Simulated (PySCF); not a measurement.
Sc(Cl)3, SMILES [Cl][Sc]([Cl])[Cl], CAM-B3LYP/def2-SVP optimised geometry. Atoms within 1.6 Å of the plane z = 1.2 Å (x, y, z in Å): Sc1 (-0.56, 0.00, 0.00), Cl2 (-1.69, 1.96, 0.00), Cl3 (-1.69, -1.96, 0.00), Cl4 (1.69, 0.00, 0.00).

Level of theory: CAM-B3LYP/def2-TZVP in PySCF 2.14.0.

Map of the HOMO−1 amplitude (bohr^(-3/2)) on the plane z = 1.2 Å; orbital energy -11.11 eV, overall sign arbitrary:

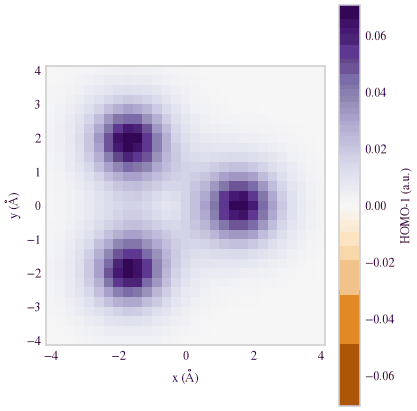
Fig. 1. HOMO−1 amplitude (bohr^(-3/2)) on the plane z = 1.2 Å.
